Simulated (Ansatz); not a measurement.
# CuF (fluorocopper): PBE0/STO-3G

Aim: the energy change on altering one bond length of CuF (fluorocopper) at PBE0/STO-3G, from 2 runs. 

Program for the calculation: Ansatz 0.2.0.

59 further runs of the same task are left out: 36 that didn't finish, 23 set aside as unsound or not needed.

## (1) The molecule

CuF has 2 atoms, charge 0, and is taken as a singlet. As SMILES, `[F][Cu]`. The coordinates come from a PBE0-D4/def2-TZVP relaxation.

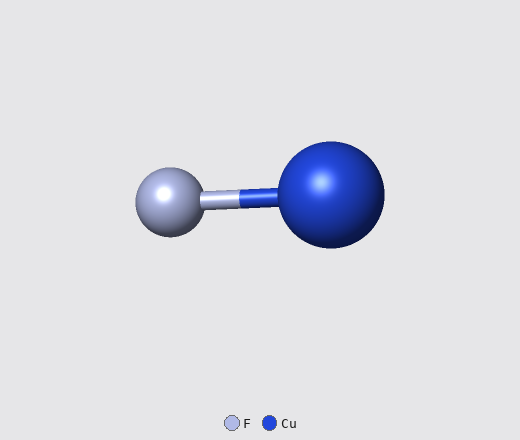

The structure, seen from a chosen angle (fluorine light blue, copper blue).

## (2) The energy at PBE0/STO-3G

File job.yaml:

```yaml
crystal:
  periodic: [false, false, false]
  atoms:
    - {symbol: F, position_ang: [0.751010, -0.268940, 0.377080]}
    - {symbol: Cu, position_ang: [-0.751010, 0.268940, -0.377080]}
basis:
  gaussian: {orbitals: STO-3G}
hamiltonian: {xc: {name: PBE0}}
accuracy: high
```

Launch:

```console
$ ansatz run job.yaml --threads 1 --pin off --max-ram 3480MiB --events-out events.jsonl --progress --plain --runs-dir runs
```

What it wrote:

```text
Warning: RAYON_NUM_THREADS=1 ignored (pool sized by the plan → 1); use --threads N
Functional definition: PBE0
  name "PBE0"
  parameter a = 0.25
  parameter kappa = 0.804
  parameter beta = 0.06672455060314922
  exchange = (1 - a)*pbe_x(kappa = kappa, mu = beta*pi^2/3) + a*exact_x
  correlation = pbe_c(beta = beta)
300 factors; integrals over basis functions are off by at most 3.4e-8 eV
mean field evaluation 1: about -46475.2317 eV, gradient 7.1e1 eV
mean field evaluation 2: about -46374.1504 eV, gradient 2.3e2 eV
mean field evaluation 4: about -46480.8474 eV, gradient 2.2e2 eV
mean field evaluation 8: about -46735.6292 eV, gradient 5.8e1 eV
mean field evaluation 16: about -46792.6962 eV, gradient 7.4e0 eV
mean field evaluation 32: about -46793.0223 eV, gradient 5.8e-2 eV
mean field evaluation 64: about -46792.9745 eV, gradient 1.7e0 eV
mean field evaluation 96: about -46793.1077 eV, gradient 1.1e-6 eV
mean field -46793.10768727 eV, -1719.6149899997 hartree, gradient 6.8e-8 eV, S^2 0.000000; 7 other end points of the search recorded, 0 dependent functions left out
reference -46793.10768862 eV, -1719.6149900491 hartree; 19, 19 occupied and 4, 4 virtual orbitals, 300 factors
Total energy: -46793.10768862 eV, -1719.6149900491 hartree
```

Run time: 12 s. Hardware: 1 thread of Arm Neoverse V2, shared host; peak memory 0.092 GiB.

## (3) The distorted shape, same level

File run.yaml:

```yaml
basis:
  gaussian: {orbitals: STO-3G}
crystal:
  periodic: [false, false, false]
  atoms:
    - symbol: F
      position_ang: [1.126545, -0.403421, 0.565635]
    - symbol: Cu
      position_ang: [-0.751010, 0.268940, -0.377080]
hamiltonian: {xc: pbe0}
accuracy: high
```

Launch:

```console
$ ansatz run run.yaml --threads 1 --pin off --max-ram 3480MiB --events-out events.jsonl --progress --plain --runs-dir runs
```

What it wrote (excerpt; [...] marks lines left out):

```text
Warning: RAYON_NUM_THREADS=1 ignored (pool sized by the plan → 1); use --threads N
[... 2 set-up lines as earlier in the session ...]
[...]
287 factors; integrals over basis functions are off by at most 2.8e-8 eV
[...]
mean field -46791.16509010 eV, -1719.5436008702 hartree, gradient 6.5e-8 eV, S^2 0.000000; 9 other end points of the search recorded, 0 dependent functions left out
reference -46791.16509144 eV, -1719.5436009195 hartree; 19, 19 occupied and 4, 4 virtual orbitals, 287 factors
Total energy: -46791.16509144 eV, -1719.5436009195 hartree
```

Wall time 16 s (1 thread of Arm Neoverse V2, shared host); peak memory 0.092 GiB.

## (4) What came out

At PBE0/STO-3G:

| quantity | value |
| --- | --- |
| first shape: total energy | -1719.61499 Eh |
| distorted shape: total energy | -1719.54360 Eh |
| energy change with the F1–Cu2 bond stretched from 1.765 to 2.206 Å | 1.943 eV |

What this shows: With the F1–Cu2 bond stretched from 1.765 to 2.206 Å the energy rises by 1.94 eV (45 kcal/mol). The first shape isn't relaxed at this level, so the change isn't measured from a minimum. The minimal basis adds a large error of its own.
